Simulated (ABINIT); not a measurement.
# Rb3SCl (Pm-3m): modes at Γ and the response to a field, part 2 of 2

Which modes does Rb3SCl (Pm-3m) have at the zone centre?

ABINIT 10.8.3; DFT LDA, scalar-relativistic, plane waves, PseudoDojo norm-conserving pseudopotentials.

So far. Step 5 (Relaxation): The volume changes by -0.0 % in this run and stands -13.9 % from the first cell. The relaxed cell has a = 6.073 Å (conventional setting).

The structure was built from a prototype and need not be the compound's stable phase.

## Step 8: Zone-centre response

The derivative of the wavefunctions by k comes first, since the response to a field is built on it; then the field and the displacements that symmetry doesn't supply are solved at q = 0.

It reads the wavefunctions written in step 6.

Input file dfpt_gamma.abi:

```
ndtset 2

# common to the responses
getwfk_filepath "gso_WFK"
kptopt 2
nqpt 1
qpt 0.0 0.0 0.0
asr 0
chneut 0

# d/dk
rfelfd1 2
rfdir1 1 1 1
iscf1 -3
tolwfr1 1.0d-20

# displacements, field
rfphon2 1
rfatpol2 1 5
rfdir2 1 1 1
rfelfd2 3
getddk2 1
tolvrs2 1.0d-10
prtwf2 0

# basis, mesh and filling
ecut 24.0
ngkpt 4 4 4
nshiftk 1
shiftk 0.0 0.0 0.0
istwfk *1
occopt 1
nband 20
nstep 100
diemac 9.0
prtebands 0
prtgsr 0
useylm 1

# cell and atoms
acell 3*1.0 Angstrom
rprim 
    6.07347434 0.0 0.0
    0.0 6.07347434 0.0
    0.0 0.0 6.07347434
ntypat 3
znucl 17 16 37
natom 5
typat 1 2 3 3 3
xred 
    0.0 0.0 0.0
    0.5 0.5 0.5
    0.5 0.5 0.0
    0.5 0.0 0.5
    0.0 0.5 0.5
pp_dirpath "./pseudo"
pseudos "Cl.upf, S.upf, Rb.upf"
```

Run with:

```bash
$ OMP_NUM_THREADS=1 mpirun -n 4 abinit dfpt_gamma.abi > dfpt_gamma.log
```

Numbers of over 12 decimals in the logs are rounded to 6 here.

dfpt_gamma.abo, the main output file:

```text
[banners, grids, parts of the stress and lines that vanish by symmetry left out]
- input  file    -> dfpt_gamma.abi
- output file    -> dfpt_gamma.abo
- root for input  files -> dfpt_gammai
[...]
DATASET    1 : space group Pm -3 m (#221); Bravais cP (primitive cubic)
[...]
nfft =      157464          nkpt =          36
[...]
DATASET    2 : space group Pm -3 m (#221); Bravais cP (primitive cubic)
[...]
nfft =      157464          nkpt =          36
[...]
== DATASET  1 ==================================================================
[...]
cutoff_energies: {ecut:  24.0, pawecutdg:  -1.0, }
[...]
- 37.00000   9.00000  180309                  znucl, zion, pspdat
[...]
Perturbation : derivative vs k along direction   1
[...]
-ETOT  1  -11.840029632899     -1.184E+01 1.102E-01 0.000E+00
 ETOT  2  -11.873790915339     -3.376E-02 4.934E-02 0.000E+00
 ETOT  3  -11.874879296887     -1.088E-03 7.464E-04 0.000E+00
 ETOT  4  -11.874959385793     -8.009E-05 5.747E-04 0.000E+00
 ETOT  5  -11.874967547657     -8.162E-06 1.055E-05 0.000E+00
[...]
At SCF step   23   max residual=  9.98E-21 < tolwfr=  1.00E-20 =>converged.
[...]
Perturbation : derivative vs k along direction   2
[...]
-ETOT  1  -11.839809929562     -1.184E+01 1.102E-01 0.000E+00
[...]
At SCF step   23   max residual=  9.98E-21 < tolwfr=  1.00E-20 =>converged.
[...]
Perturbation : derivative vs k along direction   3
[...]
-ETOT  1  -11.840029631865     -1.184E+01 1.102E-01 0.000E+00
[...]
At SCF step   23   max residual=  9.98E-21 < tolwfr=  1.00E-20 =>converged.
[...]
1        1       1.0030363548    0.0000000000
     1        2       0.0000000000    0.0000000000
     1        3       0.0000000000    0.0000000000
     2        1       0.0000000000    0.0000000000
     2        2       1.0030363548    0.0000000000
     2        3       0.0000000000    0.0000000000
     3        1       0.0000000000    0.0000000000
     3        2       0.0000000000    0.0000000000
     3        3       1.0030363548    0.0000000000
[...]
== DATASET  2 ==================================================================
[...]
cutoff_energies: {ecut:  24.0, pawecutdg:  -1.0, }
[...]
Perturbation : displacement of atom   1   along direction   1
[...]
-ETOT  1   1.187076     -1.644E+03 2.803E+00 3.145E+03
[...]
At SCF step   12       vres2   =  2.93E-11 < tolvrs=  1.00E-10 =>converged.
[...]
Perturbation : displacement of atom   2   along direction   1
[...]
-ETOT  1   9.258944     -9.731E+02 2.418E+00 1.578E+04
[...]
At SCF step   13       vres2   =  4.24E-11 < tolvrs=  1.00E-10 =>converged.
[...]
Perturbation : displacement of atom   3   along direction   1
[...]
-ETOT  1  0.417479     -2.585E+03 6.912E+00 5.066E+02
[...]
At SCF step   13       vres2   =  3.79E-11 < tolvrs=  1.00E-10 =>converged.
[...]
Perturbation : displacement of atom   3   along direction   3
[...]
-ETOT  1   8.942488     -2.576E+03 9.645E+00 6.006E+02
[...]
At SCF step   12       vres2   =  2.41E-11 < tolvrs=  1.00E-10 =>converged.
[...]
Perturbation : homogeneous electric field along direction   1
[...]
-ETOT  1  -52.760939356636     -5.276E+01 2.280E+01 4.321E+04
[...]
ETOT 13  -68.506279539795     -4.542E-10 2.390E-09 8.394E-10
 ETOT 14  -68.506279539875     -7.961E-11 3.037E-10 1.913E-11
 At SCF step   14       vres2   =  1.91E-11 < tolvrs=  1.00E-10 =>converged.
[...]
Dielectric tensor, in cartesian coordinates,
[...]
1    7   1    7         2.8999596743        -0.0000000000
   1    7   2    7        -0.0000000000        -0.0000000000
   1    7   3    7        -0.0000000000        -0.0000000000
   2    7   1    7        -0.0000000000        -0.0000000000
   2    7   2    7         2.8999596743        -0.0000000000
   2    7   3    7        -0.0000000000        -0.0000000000
   3    7   1    7        -0.0000000000        -0.0000000000
   3    7   2    7        -0.0000000000        -0.0000000000
   3    7   3    7         2.8999596743        -0.0000000000
  Effective charges, in cartesian coordinates,
[...]
1    1   1    7        -1.3287368378         0.0000000000
   2    1   1    7         0.0000000000         0.0000000000
   3    1   1    7         0.0000000000         0.0000000000
   1    2   1    7        -2.1365076514         0.0000000000
   2    2   1    7         0.0000000000         0.0000000000
[...]
Effective charges, in cartesian coordinates,
[...]
2    7   1    5         0.0000000000         0.0000000000
   3    7   1    5         0.0000000000         0.0000000000
   1    7   2    5         0.0000000000         0.0000000000
   2    7   2    5         1.0027040365         0.0000000000
   3    7   2    5         0.0000000000         0.0000000000
   1    7   3    5         0.0000000000         0.0000000000
   2    7   3    5         0.0000000000         0.0000000000
   3    7   3    5         1.0027040365         0.0000000000
  Phonon wavevector (reduced coordinates) :  0.00000  0.00000  0.00000
 Phonon energies in Hartree :
[...]
Phonon frequencies in cm-1    :
- -7.056509E+01 -7.056509E+01 -7.056509E+01 -3.580983E+01 -3.580983E+01
- -3.580983E+01  3.447968E-01  3.447971E-01  3.447981E-01  6.390795E+01
-  6.390795E+01  6.390795E+01  2.093443E+02  2.093443E+02  2.093443E+02
  Phonon at Gamma, with non-analyticity in the
[...]
Phonon energies in Hartree :
[...]
Phonon frequencies in cm-1    :
- -7.056509E+01 -7.056509E+01 -3.580983E+01 -3.580983E+01 -3.580983E+01
- -3.197361E+00  3.447968E-01  3.447971E-01  1.509903E+01  6.390795E+01
-  6.390795E+01  6.549970E+01  2.093443E+02  2.093443E+02  2.377248E+02
  Phonon at Gamma, with non-analyticity in the
[...]
Phonon energies in Hartree :
[...]
Phonon frequencies in cm-1    :
- -7.056509E+01 -7.056509E+01 -3.580983E+01 -3.580983E+01 -3.580983E+01
- -3.197361E+00  3.447968E-01  3.447981E-01  1.509903E+01  6.390795E+01
-  6.390795E+01  6.549970E+01  2.093443E+02  2.093443E+02  2.377248E+02
  Phonon at Gamma, with non-analyticity in the
[...]
Phonon energies in Hartree :
[...]
Phonon frequencies in cm-1    :
- -7.056509E+01 -7.056509E+01 -3.580983E+01 -3.580983E+01 -3.580983E+01
- -3.197361E+00  3.447971E-01  3.447981E-01  1.509903E+01  6.390795E+01
-  6.390795E+01  6.549970E+01  2.093443E+02  2.093443E+02  2.377248E+02
[...]
fcart2     0.0000000000E+00  0.0000000000E+00  0.0000000000E+00
           strten2     0.0000000000E+00  0.0000000000E+00  0.0000000000E+00
================================================================================
```

Wall time 27 min (4 MPI ranks of Intel Xeon at 2.50GHz (Skylake/Cascade Lake), shared host); 1.8 h of CPU time.

Numbers from this step:

```yaml
miss_of_the_charge_sum_rule: 0.05222 e
largest_acoustic_frequency_at_the_zone_centre_before_the_sum_rule: 0.34 cm⁻¹
highest_optical_zone_centre_mode_no_lo_to_term: 209.3 cm⁻¹
lowest_optical_zone_centre_mode: -70.57 cm⁻¹
mean_high_frequency_dielectric_constant: 2.9
largest_born_charge_in_size_third_of_the_trace: 2.136 e
```

Born charge (rows field, columns displacement), before the sum rule (e), principal values of the symmetric part by kind of site:

| atom | atoms with these values | low | middle | high | mean |
| --- | --- | --- | --- | --- | --- |
| Cl1 | 1 | -1.33 | -1.33 | -1.33 | -1.33 |
| S2 | 1 | -2.14 | -2.14 | -2.14 | -2.14 |
| Rb3 | 3 | 1.00 | 1.00 | 1.41 | 1.14 |

In full for Cl1:

```
-1.33  0.00  0.00
 0.00 -1.33  0.00
 0.00  0.00 -1.33
```

High-frequency dielectric tensor:

```
2.90 0.00 0.00
0.00 2.90 0.00
0.00 0.00 2.90
```

The acoustic modes at Γ come out as far as 0.3 cm⁻¹ from zero, where they should vanish, a small numerical error; the Born charges miss their sum rule by 0.052 e, too much: mesh or cutoff is short for the field response. The lowest optical mode is imaginary, 71i cm⁻¹, an instability at this level and on this k mesh.

## Step 9: Zone-centre analysis

anaddb reads the merged derivatives, imposes the acoustic sum rule and charge neutrality, and adds the LO-TO term along chosen directions.

Input file anaddb.abi:

```
ddb_filepath "gamma_DDB"
output_file "anaddb.abo"
outdata_prefix "anaddb"
asr 1
chneut 1
enunit 2
eivec 1
nph1l 1
qph1l 0.0 0.0 0.0 1.0
dieflag 2
nph2l 3
qph2l 
    1.0 0.0 0.0 0.0
    0.0 0.0 1.0 0.0
    1.0 1.0 1.0 0.0
```

Input file mrgddb.in:

```
gamma_DDB
merged
2
dfpt_gammao_DS2_DDB
gso_DDB
```

Run with:

```bash
$ mrgddb < mrgddb.in > mrgddb.log
$ OMP_NUM_THREADS=1 anaddb anaddb.abi > anaddb.log
```

anaddb.abo, the main output file:

```text
[banners, grids, parts of the stress and lines that vanish by symmetry left out]
-outvars_anaddb: echo values of input variables ----------------------

 Flags :
[...]
Dielectric Tensor and Effective Charges
[...]
Effective charge tensors after
[...]
Phonon wavevector (reduced coordinates) :  0.00000  0.00000  0.00000
 Phonon energies in Hartree :
[...]
Phonon energies in meV     :
- -8.749277E+00 -8.749277E+00 -8.749277E+00 -4.439948E+00 -4.439948E+00
- -4.439948E+00  0.000000E+00  0.000000E+00  0.000000E+00  7.923404E+00
-  7.923404E+00  7.923404E+00  2.595532E+01  2.595532E+01  2.595532E+01
 Phonon frequencies in cm-1    :
- -7.056768E+01 -7.056768E+01 -7.056768E+01 -3.581059E+01 -3.581059E+01
- -3.581059E+01  0.000000E+00  0.000000E+00  0.000000E+00  6.390656E+01
-  6.390656E+01  6.390656E+01  2.093438E+02  2.093438E+02  2.093438E+02
 Phonon frequencies in Thz     :
- -2.115566E+00 -2.115566E+00 -2.115566E+00 -1.073575E+00 -1.073575E+00
- -1.073575E+00  0.000000E+00  0.000000E+00  0.000000E+00  1.915871E+00
-  1.915871E+00  1.915871E+00  6.275969E+00  6.275969E+00  6.275969E+00
 Phonon energies in Kelvin  :
- -1.015311E+02 -1.015311E+02 -1.015311E+02 -5.152345E+01 -5.152345E+01
- -5.152345E+01  0.000000E+00  0.000000E+00  0.000000E+00  9.194728E+01
-  9.194728E+01  9.194728E+01  3.011990E+02  3.011990E+02  3.011990E+02
[...]
-  1  0.00000000E+00  0.00000000E+00 -3.27111939E-03
-     0.00000000E+00  0.00000000E+00  0.00000000E+00
-  2  0.00000000E+00  0.00000000E+00 -5.51282362E-04
-     0.00000000E+00  0.00000000E+00  0.00000000E+00
-  3  0.00000000E+00  0.00000000E+00 -3.15791550E-04
-     0.00000000E+00  0.00000000E+00  0.00000000E+00
-  4  0.00000000E+00  0.00000000E+00  9.39754082E-04
-     0.00000000E+00  0.00000000E+00  0.00000000E+00
-  5  0.00000000E+00  0.00000000E+00  9.39754082E-04
-     0.00000000E+00  0.00000000E+00  0.00000000E+00
[...]
-  1  0.00000000E+00 -3.27111939E-03  0.00000000E+00
-     0.00000000E+00  0.00000000E+00  0.00000000E+00
-  2  0.00000000E+00 -5.51282362E-04  0.00000000E+00
-     0.00000000E+00  0.00000000E+00  0.00000000E+00
-  3  0.00000000E+00  9.39754082E-04  0.00000000E+00
-     0.00000000E+00  0.00000000E+00  0.00000000E+00
-  4  0.00000000E+00 -3.15791550E-04  0.00000000E+00
-     0.00000000E+00  0.00000000E+00  0.00000000E+00
-  5  0.00000000E+00  9.39754082E-04  0.00000000E+00
-     0.00000000E+00  0.00000000E+00  0.00000000E+00
[...]
-  1  3.27111939E-03  0.00000000E+00  0.00000000E+00
-     0.00000000E+00  0.00000000E+00  0.00000000E+00
-  2  5.51282362E-04  0.00000000E+00  0.00000000E+00
-     0.00000000E+00  0.00000000E+00  0.00000000E+00
-  3 -9.39754082E-04  0.00000000E+00  0.00000000E+00
-     0.00000000E+00  0.00000000E+00  0.00000000E+00
-  4 -9.39754082E-04  0.00000000E+00  0.00000000E+00
-     0.00000000E+00  0.00000000E+00  0.00000000E+00
[...]
Phonon at Gamma, with non-analyticity in the
[...]
Phonon energies in Hartree :
[...]
Phonon energies in meV     :
- -8.749277E+00 -8.749277E+00 -4.439948E+00 -4.439948E+00 -4.439948E+00
-  0.000000E+00  0.000000E+00  0.000000E+00  1.702473E+00  7.923404E+00
[...]
Phonon frequencies in cm-1    :
[...]
Phonon frequencies in Thz     :
[...]
Phonon energies in Kelvin  :
[...]
-  0.000000E+00  0.000000E+00  0.000000E+00  1.975637E+01  9.194728E+01
-  9.194728E+01  9.421770E+01  3.011990E+02  3.011990E+02  3.418198E+02
[...]
-  5  0.00000000E+00  0.00000000E+00  1.79144586E-03
-     0.00000000E+00  0.00000000E+00  0.00000000E+00
[...]
-  1  0.00000000E+00  0.00000000E+00  0.00000000E+00
-     0.00000000E+00  0.00000000E+00  0.00000000E+00
-  2  0.00000000E+00  0.00000000E+00  0.00000000E+00
-     0.00000000E+00  0.00000000E+00  0.00000000E+00
-  3  0.00000000E+00 -1.79144586E-03  0.00000000E+00
-     0.00000000E+00  0.00000000E+00  0.00000000E+00
-  4  0.00000000E+00  0.00000000E+00  0.00000000E+00
-     0.00000000E+00  0.00000000E+00  0.00000000E+00
-  5  0.00000000E+00  1.79144586E-03  0.00000000E+00
-     0.00000000E+00  0.00000000E+00  0.00000000E+00
[...]
Phonon at Gamma, with non-analyticity in the
[...]
Phonon energies in Hartree :
[...]
Phonon energies in meV     :
- -8.749277E+00 -8.749277E+00 -4.439948E+00 -4.439948E+00 -4.439948E+00
-  0.000000E+00  0.000000E+00  0.000000E+00  1.702473E+00  7.923404E+00
-  7.923404E+00  8.119053E+00  2.595532E+01  2.595532E+01  2.945575E+01
 Phonon frequencies in cm-1    :
- -7.056768E+01 -7.056768E+01 -3.581059E+01 -3.581059E+01 -3.581059E+01
[...]
Phonon frequencies in Thz     :
[...]
Phonon energies in Kelvin  :
[...]
Phonon at Gamma, with non-analyticity in the
[...]
Phonon energies in Hartree :
[...]
Phonon energies in meV     :
[...]
Phonon frequencies in cm-1    :
[...]
Phonon frequencies in Thz     :
[...]
Phonon energies in Kelvin  :
[...]
-  0.000000E+00  0.000000E+00  0.000000E+00  1.975637E+01  9.194728E+01
-  9.194728E+01  9.421770E+01  3.011990E+02  3.011990E+02  3.418198E+02
[...]
-  4 -6.67286062E-05 -7.07395013E-04  2.55529247E-05
-     0.00000000E+00  0.00000000E+00  0.00000000E+00
-  5  1.14639228E-03  4.11756815E-05  2.55529247E-05
-     0.00000000E+00  0.00000000E+00  0.00000000E+00
[...]
;  5 -7.56686582E-04 -4.87381968E-05 -4.87381968E-05
;     0.00000000E+00  0.00000000E+00  0.00000000E+00
-
```

Run time: 0.79 s. Hardware: 1 thread.

This step gave:

```yaml
miss_of_the_charge_sum_rule: 0.05223 e
highest_mode_moved_by_the_lo_to_term: 237.6 cm⁻¹
```

No LO-TO term; unit eigenvectors of the mass-weighted matrix, from anaddb's displacements. The modes at Γ (shares of kinetic energy by element, %) (negative means imaginary):

| mode | frequency (cm⁻¹) | symmetry | Cl % | S % | Rb % |
| --- | --- | --- | --- | --- | --- |
| 1 | -70.6 | T1u | 69 | 2 | 29 |
| 2 | -70.6 | T1u | 69 | 2 | 29 |
| 3 | -70.6 | T1u | 69 | 2 | 29 |
| 4 | -35.8 | T2u | 0 | 0 | 100 |
| 5 | -35.8 | T2u | 0 | 0 | 100 |
| 6 | -35.8 | T2u | 0 | 0 | 100 |
| 7 | 0.0 | acoustic | 11 | 10 | 79 |
| 8 | 0.0 | acoustic | 11 | 10 | 79 |
| 9 | 0.0 | acoustic | 11 | 10 | 79 |
| 10 | 63.9 | T1u | 20 | 20 | 60 |
| 11 | 63.9 | T1u | 20 | 20 | 60 |
| 12 | 63.9 | T1u | 20 | 20 | 60 |
| 13 | 209.3 | T1u | 0 | 68 | 31 |
| 14 | 209.3 | T1u | 0 | 68 | 31 |
| 15 | 209.3 | T1u | 0 | 68 | 31 |

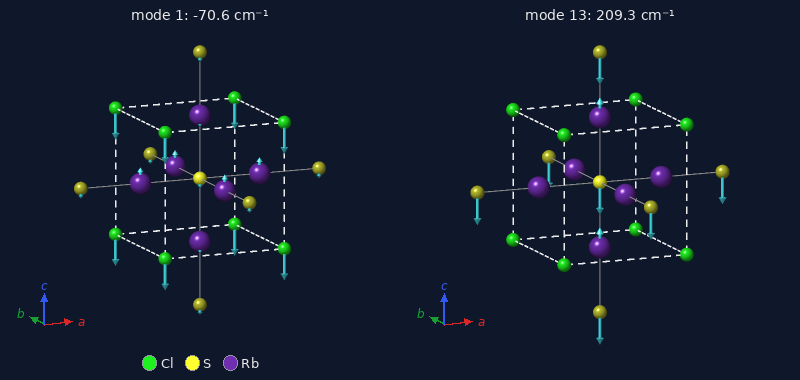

Displacement patterns of modes 1 and 13 at Γ; arrows are exaggerated. Some periodic images of atoms are drawn too.

With imaginary modes the relaxed-ion tensors have no meaning and are not tabulated.

The rule moves no optical mode by more than 0.1 cm⁻¹.

## Step 10: Results

```yaml
space_group_after_relaxation: Pm-3m
volume_per_atom: 44.8 Å³
highest_optical_zone_centre_mode_no_lo_to_term: 209.3 cm⁻¹
lowest_optical_zone_centre_mode: -70.6 cm⁻¹
highest_mode_moved_by_the_lo_to_term_probably_not_converged_in_the_k_mesh: 237.6 cm⁻¹
mean_high_frequency_dielectric_constant_probably_not_converged_in_the_k_mesh: 2.9
largest_born_charge_in_size_third_of_the_trace_probably_not_converged_in_the_k_mesh: 2.14 e
imaginary_optical_modes_at_the_zone_centre_no_q_mesh_in_this_session: yes
```

At the LDA level the optical modes of Rb3SCl (Pm-3m) at the zone centre (no LO-TO term) run from 71i to 209 cm⁻¹, so the structure is a saddle point, with 6 modes beyond 10i cm⁻¹ there. Along the directions run, the highest mode that the macroscopic field moves lies at 238 cm⁻¹. The Born charges miss their sum rule by 0.052 e, a sign that the k mesh or the cutoff is short for the field response. ε∞, the Born charges and what follows from them are probably not converged in the k mesh. These are harmonic frequencies at zero temperature: anharmonic shifts and linewidths and thermal expansion are left out. The structure is a hypothetical one, built on a prototype.

[Host names and launcher messages were left out of these logs when they were recorded.]

[Logs are printed without paths, hosts, clocks, repeated set-up lines and the standing remarks that a program may print on its own settings, such as how far it seeks lower states.]

[Hosts, paths, dates, database ids (printed as entryN), source tags and the programs' standing remarks are cut or masked in the printed files.]
